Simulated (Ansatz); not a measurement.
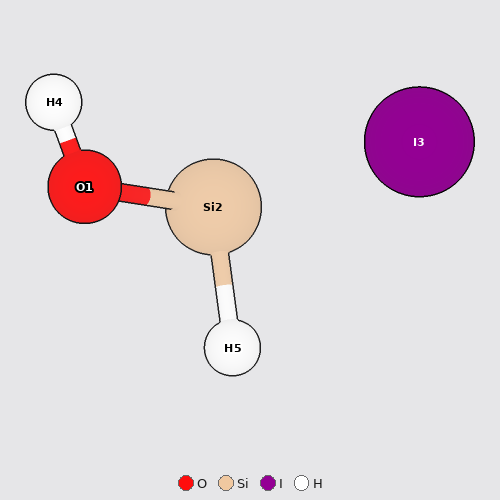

The system is H2IOSi, charge −1; the picture shows the reference structure. First axis: bond length O1–Si2. Second axis: angle H4–O1–Si2. Nothing is relaxed (all other coordinates rigid). Grid: 15 × 15 points. All energies are given in kJ/mol relative to the relaxed molecule at the same level. Computed with RHF/def2-SVPD in Ansatz 0.2.0.

Its coordinates:

```yaml
atoms:
  - { symbol: O, position_ang: [-0.4324, -1.1336, 0.2141] }
  - { symbol: Si, position_ang: [0.5074, -0.0355, -0.7087] }
  - { symbol: I, position_ang: [-0.4796, 2.4860, 0.4030] }
  - { symbol: H, position_ang: [-1.2723, -1.3189, -0.1683] }
  - { symbol: H, position_ang: [1.6769, 0.0020, 0.2599] }
```

Range: bond length O1–Si2 from 1.509 to 2.143 Å; angle H4–O1–Si2 from 78.4 to 148.4°.

> What will the energy surface look like?

The lowest grid point is at bond length O1–Si2 = 1.736 Å, angle H4–O1–Si2 = 113.4°, 0.5 kJ/mol from the relaxed molecule at the same level. No other kind of well shows on this grid. The highest grid point, bond length O1–Si2 = 1.509 Å, angle H4–O1–Si2 = 78.4°, lies 173 kJ/mol above the lowest. Round the minimum the valley is somewhat tilted: raising bond length O1–Si2 shifts the best value of angle H4–O1–Si2 downwards (coupling k₁₂/√(k₁₁k₂₂) about 0.2).

```
angle H4–O1–Si2 ↓, bond length O1–Si2 →  1.509  1.554  1.600  1.645  1.690  1.736  1.781  1.826  1.872  1.917  1.962  2.007  2.053  2.098  2.143
                                  148.4     86     59     41     32     30     32     38     47     59     72     86    100    116    131    146
                                  143.4     82     54     36     27     24     26     32     41     52     65     79     94    109    124    140
                                  138.4     78     50     31     21     18     20     25     34     45     58     72     87    102    118    133
                                  133.4     75     46     26     16     12     14     19     28     39     52     65     80     96    111    127
                                  128.4     72     42     23     12      8      9     14     22     33     46     59     74     90    105    121
                                  123.4     71     40     20      8      4      4      9     17     28     40     54     69     84    100    115
                                  118.4     71     39     18      7      1      2      6     14     24     36     50     64     80     95    111
                                  113.4     73     41     19      6      1      1      5     12     22     34     47     61     77     92    108
                                  108.4     77     44     21      8      2      1      5     12     22     33     46     60     75     90    106
                                  103.4     83     50     27     13      6      4      7     14     23     34     47     60     75     90    105
                                   98.4     93     59     34     20     12     10     12     18     27     37     50     63     77     92    106
                                   93.4    107     71     46     30     21     18     20     25     33     43     55     67     81     95    110
                                   88.4    124     87     61     44     34     30     31     35     42     51     62     74     87    101    115
                                   83.4    146    108     80     62     51     46     45     48     54     62     72     84     96    109    122
                                   78.4    174    134    104     84     72     65     63     65     70     77     86     96    107    119    132
```

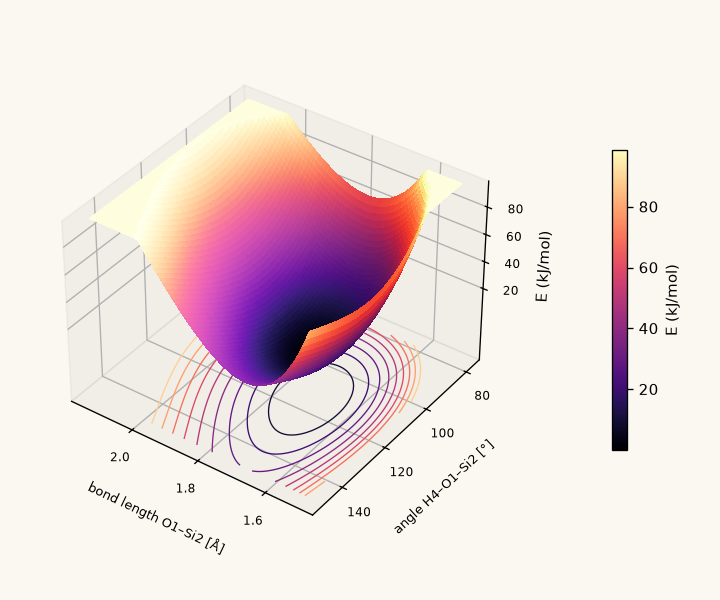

In the figure: a relief with its contours projected below, any walls above the top of the colour scale cut off. Between grid points the surface is interpolated.

Each point was launched as `ansatz run input.yaml --threads 1 --pin off --max-ram 2560MiB --backend cpu --events-out ev --progress --plain --runs-dir out`. The whole map (225 points run) took 8.6 min on 1 thread of Arm Neoverse V2, with other jobs on the host.
